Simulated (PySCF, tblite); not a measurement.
# C5H8O2: dynamics, then NMR shifts on frames

Aim: move C5H8O2 (`CO[C@@H]1C[C@H]1C=O`) away from its starting geometry and see how NMR shifts follow the geometry.

Computed with tblite 0.8.0 and PySCF 2.14.0, with density-fitted response routines of our own, on a single molecule in the gas phase. Atoms are numbered from 0 throughout.

## 1. The molecule as given

15 atoms, charge 0, multiplicity 1; geometry from: GFN2-xTB.

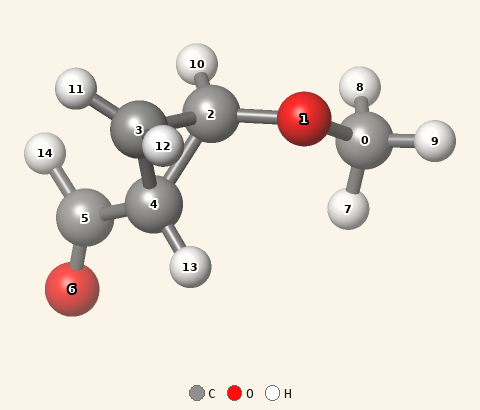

As it starts; carbon grey, oxygen red, hydrogen white, atoms numbered; sticks join atoms by distance.

## 2. Dynamics with GFN2-xTB

Job settings and geometry (Å):

```
{"job": {"kind": "md", "xc": "GFN2-xTB", "basis": "xTB", "temperature": 600, "steps": 2000, "every": 50, "frames": 5}, "charge": 0, "multiplicity": 1}
C      2.053871    -0.934538     0.295816
O      1.539331     0.226602    -0.322252
C      0.200738     0.135036    -0.638732
C     -0.580919     1.384242    -0.775607
C     -0.829336     0.508979     0.434752
C     -2.051708    -0.287514     0.534974
O     -2.561754    -0.654245     1.561107
H      1.548321    -1.136435     1.245822
H      1.945257    -1.808240    -0.356731
H      3.108994    -0.742516     0.474960
H     -0.053535    -0.714568    -1.272401
H     -1.346874     1.428602    -1.534526
H     -0.065672     2.314489    -0.599407
H     -0.424358     0.847690     1.380128
H     -2.486772    -0.559594    -0.449815
```

Method: GFN2-xTB Langevin dynamics, gas phase.

The run is started by

```bash
OMP_NUM_THREADS=1 python probes_run.py task.json out
```

One launch serves the whole session: the jobs run in the order shown.

Log:

```text
t/fs     T/K      E/eV
    0.0   478.5   -622.12548
   25.0   329.3   -621.43105
   50.0   366.7   -621.05163
   75.0   373.8   -621.23741
  100.0   368.9   -621.18676
  125.0   391.8   -621.27884
  150.0   458.5   -621.59849
  175.0   445.1   -621.26466
  200.0   559.6   -621.36852
  225.0   599.1   -621.28862
  250.0   626.3   -620.97682
  275.0   725.5   -621.11269
  300.0   691.7   -620.87186
  325.0   629.2   -620.92601
  350.0   712.9   -621.14289
  375.0   583.1   -620.92668
  400.0   654.5   -620.87336
  425.0   730.7   -621.02267
  450.0   770.0   -620.97865
  475.0   777.2   -620.91323
  500.0   671.9   -620.66848
  525.0   789.1   -620.99631
  550.0   550.0   -620.82689
  575.0   653.7   -621.40553
  600.0   493.6   -621.21575
  625.0   522.1   -621.09848
  650.0   580.9   -620.99049
  675.0   497.8   -621.08998
  700.0   650.0   -621.16573
  725.0   731.8   -621.27896
  750.0   789.3   -621.39015
  775.0   658.7   -621.14827
  800.0   410.7   -621.04589
  825.0   391.0   -621.09273
  850.0   643.6   -621.37078
  875.0   447.2   -621.24350
  900.0   418.6   -621.33333
  925.0   493.0   -621.08671
  950.0   558.1   -621.32675
  975.0   424.5   -621.32961
 1000.0   394.0   -621.23471
```

Run time: 16 s. Hardware: 1 thread of Arm Neoverse N1, shared host.

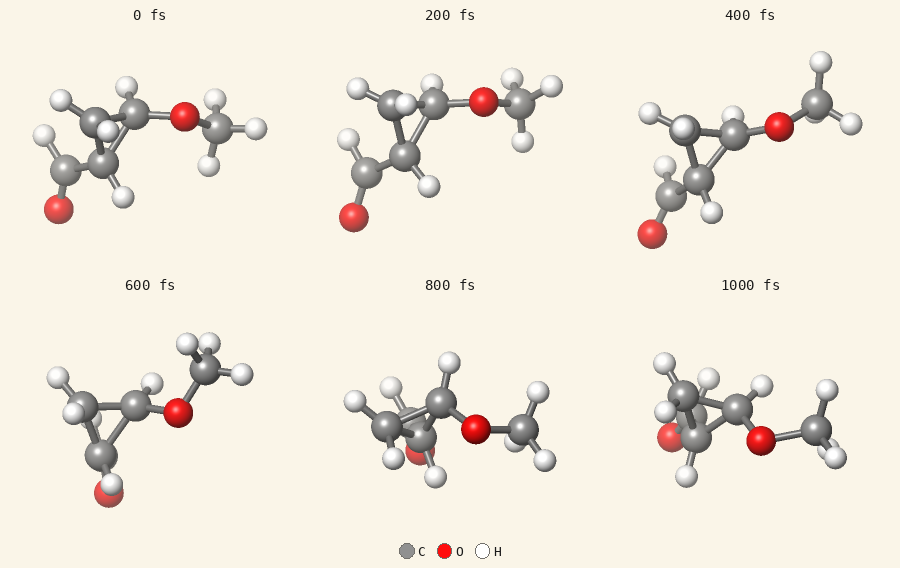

Frames of the run.

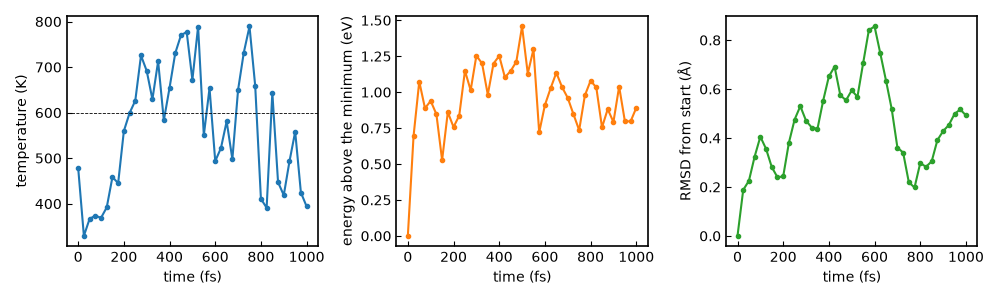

Temperature, potential energy and distance from the start.

Positions (Å) and forces (eV/Å) at 1000 fs:

```xyz
15

C     2.208    1.026    1.008   -0.535    0.992    1.978
O     0.764    1.338    0.966    2.114    0.128   -0.876
C     0.097    0.426    0.143   -1.397    1.748    1.457
C    -1.126    0.925   -0.545    0.126    0.045    2.438
C    -1.258    0.010    0.717    0.112   -1.340   -2.118
C    -1.593   -1.390    0.320   -1.122    0.424    1.478
O    -2.413   -2.109    0.864    1.050    0.634   -0.737
H     2.201    0.141    1.678    0.695   -0.372   -1.291
H     2.744    1.069    0.013   -0.882   -0.516    1.202
H     2.726    1.750    1.733   -0.929   -0.214   -1.306
H     0.705   -0.325   -0.246    0.781   -0.981   -0.773
H    -1.513    0.592   -1.444   -0.217   -0.933   -1.524
H    -1.450    1.923   -0.346    0.247    0.543    0.190
H    -1.669    0.328    1.641   -0.031    0.556    0.416
H    -0.986   -1.660   -0.537   -0.011   -0.715   -0.534
```

## 3. Shielding tensors: 250 fs, PBE0/pcSseg-1

Job settings and geometry (Å):

```
{"job": {"kind": "nmr", "xc": "PBE0", "basis": "pcSseg-1", "pop": false}, "charge": 0, "multiplicity": 1}
C      1.806900    -1.184600    -0.518800
O      0.993900     0.109100    -0.625100
C     -0.346300    -0.056500    -0.540300
C     -1.164900     1.063800    -1.119900
C     -1.159400     0.777800     0.380600
C     -2.402400     0.075600     0.831500
O     -2.926100     0.084300     1.894200
H      1.296300    -1.681900     0.193200
H      1.667000    -1.686800    -1.501600
H      2.834400    -1.109400    -0.512400
H     -0.660100    -1.153200    -0.696400
H     -2.072400     0.906600    -1.724100
H     -0.442500     1.865100    -1.519500
H     -0.715600     1.497500     1.001900
H     -2.658300    -0.611300     0.045800
```

With the program's defaults for keys left out, this is: GIAO PBE0/pcSseg-1 NMR shielding, non-relativistic, gas phase.

Log:

```text
coarse grid: 12568 points
cycle   1  E = -345.0465582258  dE =  1.167e+00  |g| = 8.690e-01  |ddm| = 3.386e+00
cycle   2  E = -344.6602009164  dE =  3.864e-01  |g| = 1.672e+00  |ddm| = 2.457e+00
cycle   3  E = -345.1852463154  dE = -5.250e-01  |g| = 1.828e-01  |ddm| = 1.866e+00
cycle   4  E = -345.1911776608  dE = -5.931e-03  |g| = 8.779e-02  |ddm| = 2.228e-01
cycle   5  E = -345.1925290861  dE = -1.351e-03  |g| = 2.351e-02  |ddm| = 7.866e-02
cycle   6  E = -345.1926363164  dE = -1.072e-04  |g| = 6.239e-03  |ddm| = 2.200e-02
cycle   7  E = -345.1926437106  dE = -7.394e-06  |g| = 1.581e-03  |ddm| = 5.702e-03
final grid: 121432 points
cycle   8  E = -345.2562945506  dE = -1.018e-05  |g| = 1.565e-02  |ddm| = 2.669e-02
cycle   9  E = -345.2561864599  dE =  1.081e-04  |g| = 2.883e-02  |ddm| = 3.273e-02
cycle  10  E = -345.2563394095  dE = -1.529e-04  |g| = 2.534e-03  |ddm| = 2.318e-02
cycle  11  E = -345.2563406466  dE = -1.237e-06  |g| = 4.239e-04  |ddm| = 1.859e-03
cycle  12  E = -345.2563406761  dE = -2.943e-08  |g| = 1.457e-04  |ddm| = 4.878e-04
cycle  13  E = -345.2563406804  dE = -4.355e-09  |g| = 3.447e-05  |ddm| = 1.740e-04
cycle  14  E = -345.2563406807  dE = -2.572e-10  |g| = 1.085e-05  |ddm| = 4.267e-05
converged SCF energy = -345.2563406807

GIAO shielding tensors (ppm)
atom      isotropic    diamagn.    paramagn.     s11        s22        s33       span
  0 C      118.852     246.060    -127.209     64.715     97.003    194.837    130.122
  1 O      298.623     395.229     -96.607    233.646    317.187    345.034    111.388
  2 C      120.300     243.993    -123.694     78.864    100.854    181.182    102.318
  3 C      171.723     256.933     -85.210    137.407    164.935    212.827     75.421
  4 C      154.083     253.483     -99.400     98.354    147.274    216.619    118.265
  5 C      -11.562     250.748    -262.310   -105.404     -7.771     78.489    183.893
  6 O     -306.465     395.181    -701.647   -875.596   -403.587    359.787   1235.383
  7 H       29.801      32.712      -2.911     25.951     26.969     36.481     10.530
  8 H       27.732      29.290      -1.559     23.778     26.122     33.295      9.516
  9 H       28.821      30.502      -1.681     24.987     27.005     34.471      9.484
 10 H       27.418      30.141      -2.722     22.242     27.644     32.369     10.127
 11 H       29.789      30.944      -1.156     24.452     26.349     38.565     14.113
 12 H       29.090      29.742      -0.653     24.021     26.972     36.276     12.255
 13 H       30.557      32.894      -2.336     25.811     29.108     36.753     10.942
 14 H       23.980      29.953      -5.973     19.076     21.825     31.039     11.963
```

Wall time 32 s (1 thread of Arm Neoverse N1, shared host); peak memory 0.73 GiB.

The references, computed at this level on geometries of the same kind, shield at (ppm): 1H TMS 31.72, 13C TMS 186.9, 17O H2O 336.1. Their shielding less the atom's gives the shift. The references are single molecules in the gas phase, so shifts against H2O, NH3, PH3, H3PO4 or CFCl3 are not on the usual liquid scales and can be off by tens of ppm. Each atom is listed at this fixed geometry, with no averaging over motion; a spectrum would average atoms that exchange fast.

```tsv
atoms	environment	σ (ppm)	δ (ppm)
C5	aldehyde carbonyl carbon	-11.6	198.5
C0	methyl carbon bonded to O	118.9	68.1
C2	three-membered-ring carbon	120.3	66.6
C4	three-membered-ring carbon	154.1	32.8
C3	three-membered-ring carbon	171.7	15.2
H14	hydrogen on an aldehyde carbonyl carbon	23.98	7.74
H10	hydrogen on a three-membered-ring carbon	27.42	4.30
H8	hydrogen on a methyl carbon bonded to O	27.73	3.99
H9	hydrogen on a methyl carbon bonded to O	28.82	2.90
H12	hydrogen on a three-membered-ring carbon	29.09	2.63
H11	hydrogen on a three-membered-ring carbon	29.79	1.93
H7	hydrogen on a methyl carbon bonded to O	29.80	1.92
H13	hydrogen on a three-membered-ring carbon	30.56	1.16
O6	aldehyde oxygen	-306.5	642.5
O1	ether oxygen	298.6	37.5
```

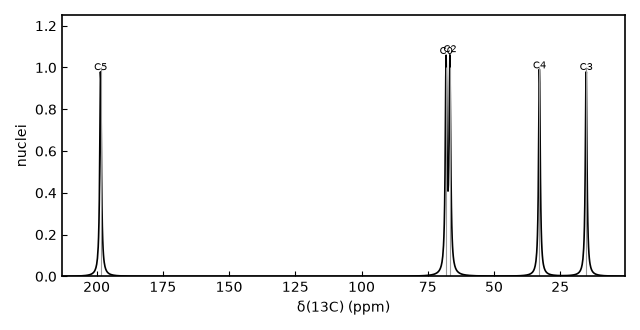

13C lines at the computed shifts, without couplings. Lines are broadened to a width of 0.73 ppm (Lorentzian).

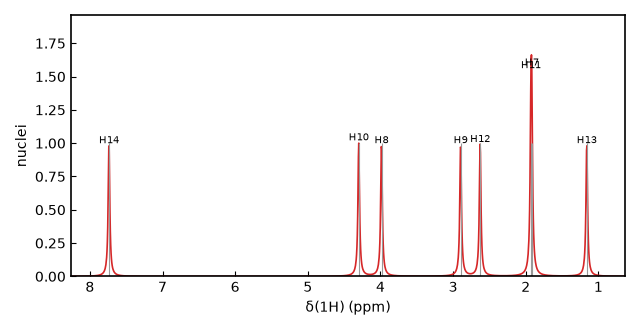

1H lines at the computed shifts, without couplings. Lines are broadened to a width of 0.03 ppm (Lorentzian).

Ring of atoms C2, C3, C4: NICS(0) -36.3, NICS(1) -7.4, NICS(1)zz -19.9 ppm (means of both faces).

The two faces differ (NICS(1)zz -15.4 and -24.4 ppm).

In rings of three or four atoms NICS is ruled by the nearby σ bonds, so it says little on aromaticity.

## 4. Shielding tensors: 425 fs, PBE0/pcSseg-1

Job settings and geometry (Å):

```
{"job": {"kind": "nmr", "xc": "PBE0", "basis": "pcSseg-1", "pop": false}, "charge": 0, "multiplicity": 1}
C      1.940100    -0.696400    -0.581900
O      1.059800     0.327700    -0.196300
C     -0.217200    -0.003900    -0.244100
C     -1.340900     0.875600    -0.683000
C     -1.417600     0.314900     0.672700
C     -2.329000    -0.778900     0.976200
O     -3.110800    -0.766400     1.895100
H      1.666300    -1.649700    -0.289600
H      2.175500    -0.544900    -1.630300
H      2.807600    -0.605100     0.084200
H     -0.303900    -1.150400    -0.492500
H     -2.147200     0.573600    -1.373500
H     -1.065800     1.881500    -0.703200
H     -1.160400     0.911600     1.488600
H     -2.378000    -1.700100     0.380200
```

Level: GIAO PBE0/pcSseg-1 NMR shielding, non-relativistic, gas phase.

Log:

```text
coarse grid: 12568 points
cycle   1  E = -345.0462237456  dE =  1.372e+00  |g| = 8.822e-01  |ddm| = 3.436e+00
cycle   2  E = -344.6121617101  dE =  4.341e-01  |g| = 1.732e+00  |ddm| = 2.850e+00
cycle   3  E = -345.1883773781  dE = -5.762e-01  |g| = 2.117e-01  |ddm| = 2.291e+00
cycle   4  E = -345.1967633591  dE = -8.386e-03  |g| = 8.532e-02  |ddm| = 2.477e-01
cycle   5  E = -345.1980223357  dE = -1.259e-03  |g| = 2.039e-02  |ddm| = 7.532e-02
cycle   6  E = -345.1980985915  dE = -7.626e-05  |g| = 6.891e-03  |ddm| = 2.037e-02
cycle   7  E = -345.1981076865  dE = -9.095e-06  |g| = 1.763e-03  |ddm| = 6.949e-03
final grid: 121432 points
cycle   8  E = -345.2599606169  dE = -1.486e-05  |g| = 1.546e-02  |ddm| = 2.844e-02
cycle   9  E = -345.2598502900  dE =  1.103e-04  |g| = 2.877e-02  |ddm| = 3.451e-02
cycle  10  E = -345.2600038865  dE = -1.536e-04  |g| = 2.957e-03  |ddm| = 2.499e-02
cycle  11  E = -345.2600055161  dE = -1.630e-06  |g| = 3.927e-04  |ddm| = 2.228e-03
cycle  12  E = -345.2600055413  dE = -2.517e-08  |g| = 1.500e-04  |ddm| = 4.590e-04
cycle  13  E = -345.2600055461  dE = -4.831e-09  |g| = 2.786e-05  |ddm| = 1.645e-04
cycle  14  E = -345.2600055463  dE = -1.598e-10  |g| = 1.127e-05  |ddm| = 4.164e-05
converged SCF energy = -345.2600055463

GIAO shielding tensors (ppm)
atom      isotropic    diamagn.    paramagn.     s11        s22        s33       span
  0 C      123.539     243.981    -120.442     70.987    105.080    194.550    123.563
  1 O      335.383     395.955     -60.572    283.789    306.967    415.392    131.603
  2 C      117.246     245.724    -128.478     74.484     85.266    191.988    117.504
  3 C      178.670     253.036     -74.366    155.700    182.217    198.092     42.393
  4 C      160.190     257.137     -96.948    113.988    147.255    219.326    105.338
  5 C      -21.225     245.313    -266.538   -119.091    -23.369     78.786    197.877
  6 O     -401.565     393.379    -794.944  -1061.294   -487.537    344.136   1405.430
  7 H       29.418      31.815      -2.397     26.537     27.283     34.434      7.897
  8 H       27.469      28.282      -0.813     22.906     24.935     34.566     11.660
  9 H       27.305      28.236      -0.932     23.047     25.227     33.640     10.593
 10 H       27.096      30.713      -3.618     21.028     28.302     31.958     10.930
 11 H       30.017      30.214      -0.197     24.998     26.084     38.969     13.971
 12 H       31.552      32.131      -0.579     27.340     28.222     39.093     11.753
 13 H       30.936      33.575      -2.639     26.271     29.517     37.020     10.749
 14 H       22.332      28.790      -6.458     19.443     22.328     25.225      5.782
```

Run time: 31 s. Hardware: 1 thread of Arm Neoverse N1, shared host; peak memory 0.75 GiB.

Key values: δ C5 208.1, C2 69.7, C0 63.4, C4 26.7, H14 9.38, H10 4.62 ppm.

[end of part 1 of 2]
